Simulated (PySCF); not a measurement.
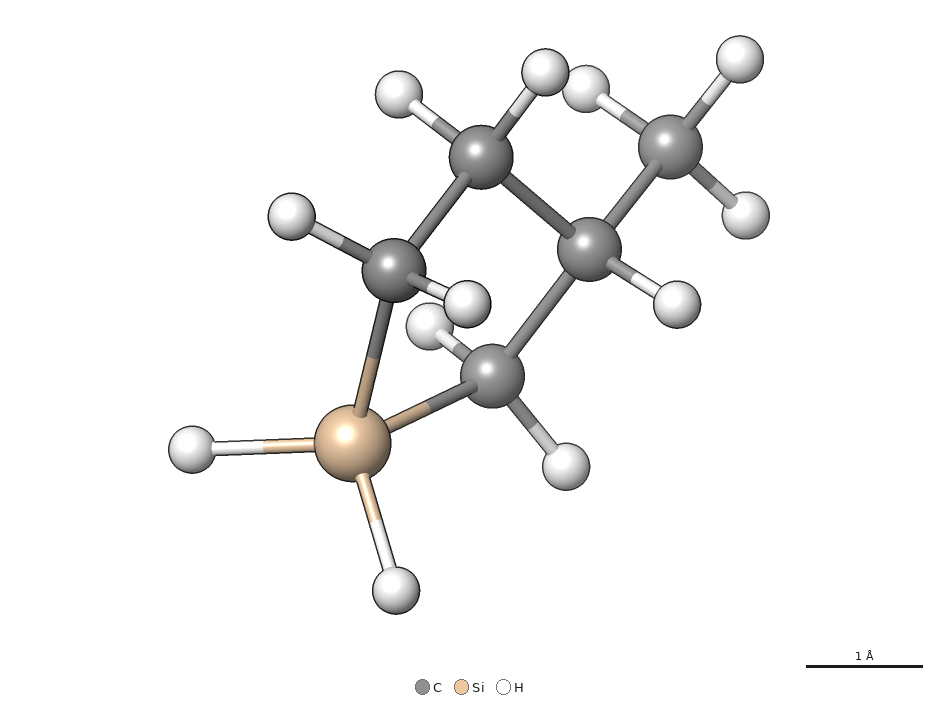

A ball-and-stick model of a molecule. Every bond is drawn as one stick, whatever its order.

The computed structure is the end point of a GFN2-xTB optimisation. No frequency run is at hand to confirm it as a minimum.

What is the molecular formula?

Answer. C5H12Si, 18 atoms: 5 carbon, 12 hydrogen and 1 silicon.

Give the symmetry (Schoenflies symbol).

Answer. C1.

Does it have rings?

Answer. Independent rings (smallest set): 1 of 5 members.

How many bonds of each kind are drawn?

Answer. 10 C–H, 4 C–C, 2 C–Si, 2 Si–H.

More results for the same structure follow; atom numbers are the same in all pictures, views and colours differ.

Shape

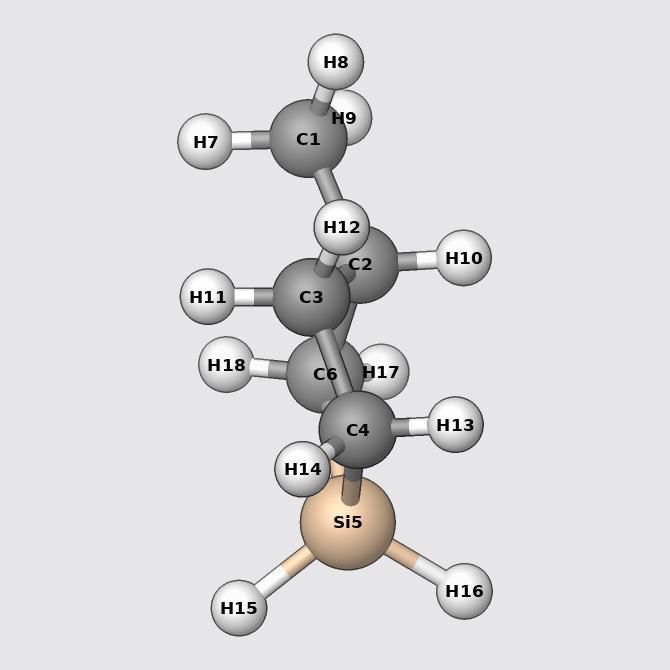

No frequency run is at hand to confirm it as a minimum.

What is the geometry at C4?

Answer. C4 has 4 neighbours (C3 at 1.53, Si5 at 1.91, H13 at 1.09, H14 at 1.09 Å); the arrangement is tetrahedral.

Describe the coordination of atom 1.

Answer. C1 has 4 neighbours (C2 at 1.52, H7 at 1.09, H8 at 1.09, H9 at 1.09 Å); the arrangement is tetrahedral.

What is the geometry at C2?

Answer. C2 has 4 neighbours (C1 at 1.52, C3 at 1.53, C6 at 1.53, H10 at 1.10 Å); the arrangement is tetrahedral.

Describe the coordination of atom 3.

Answer. C3 has 4 neighbours (C2 at 1.53, C4 at 1.53, H11 at 1.09, H12 at 1.09 Å); the arrangement is tetrahedral.

What is the dihedral angle C6–C2–C3–C4?

Answer. 51° in size, that is gauche.

Electronic properties

No frequency run is at hand to confirm it as a minimum. Properties computed with PBE0/def2-SVPD, gas phase (PySCF 2.14.0). Excitations: vertical, linear response.

Estimate the HOMO energy (Kohn–Sham orbital).

Answer. −8.04 eV.

Estimate the lowest vertical singlet excitation.

Answer. 7.44 eV.

What is the mean static polarisability?

Answer. 84.4 bohr³.

What is the brightest of the 6 lowest singlets?

Answer. 7.71 eV.

Dipole moment

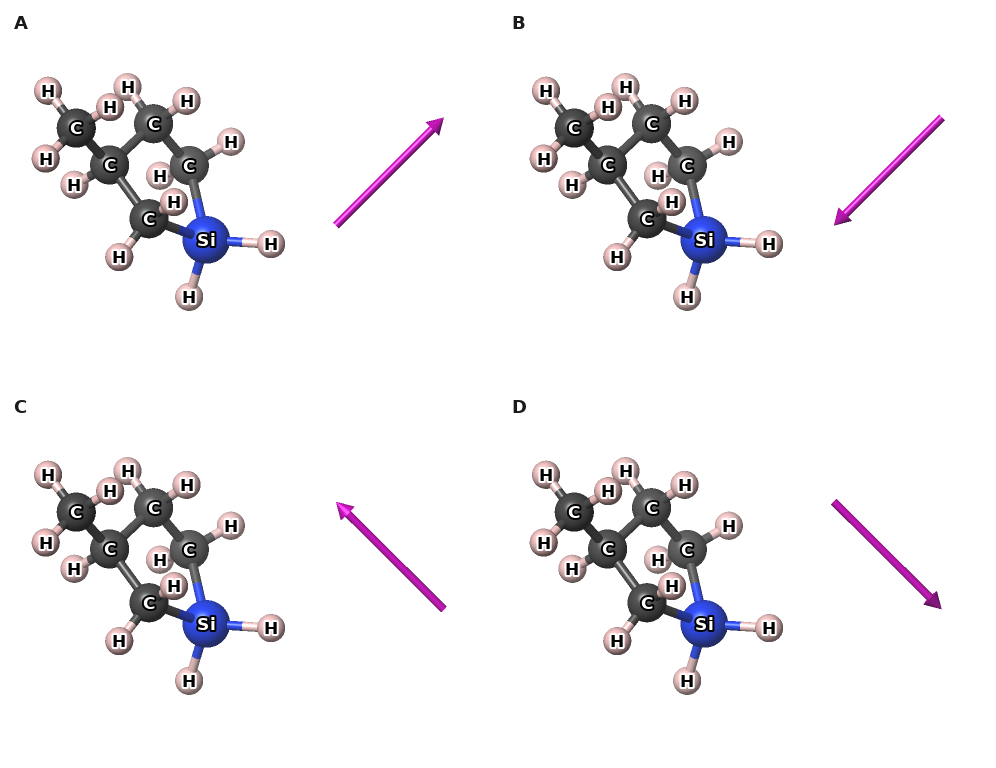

The same molecule four times, each with an arrow. No frequency run is at hand to confirm it as a minimum. Method: PBE0/pcSseg-1, gas phase (PySCF 2.14.0).

Which arrow points along the dipole moment, from the negative to the positive end?

Answer. C. The dipole moment is 0.49 D.

Ring current

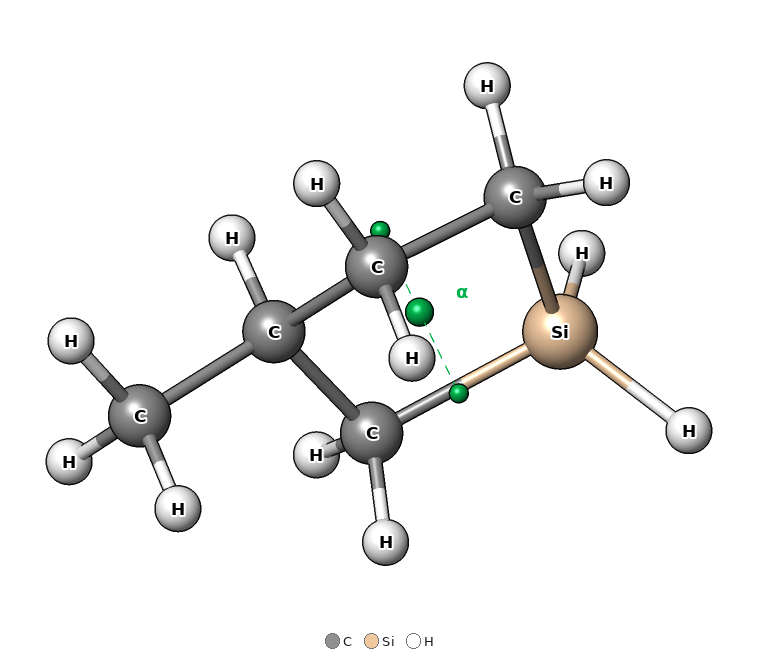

The small points mark where nucleus-independent chemical shifts (NICS) were computed: at the centre of each lettered ring and 1 Å above and below it. No frequency run is at hand to confirm it as a minimum. Method: GIAO PBE0/pcSseg-1 NMR shielding, non-relativistic, gas phase (PySCF 2.14.0).

Give NICS(0), NICS(1) and the out-of-plane component NICS(1)zz for each ring (means of the two sides).

```
ring  members  NICS(0)  NICS(1)  NICS(1)zz
   α     C4Si     −4.8     −4.0       −2.1
```

Values in ppm.

What do the values say about the ring currents?

Answer. Ring α: weak, as in a non-aromatic ring. NICS is one index among several.

The geometry is semi-empirical. Around Si such bond lengths and angles can be off by a tenth of an ångström or more and by several degrees, and values that hang on the shape move with them.
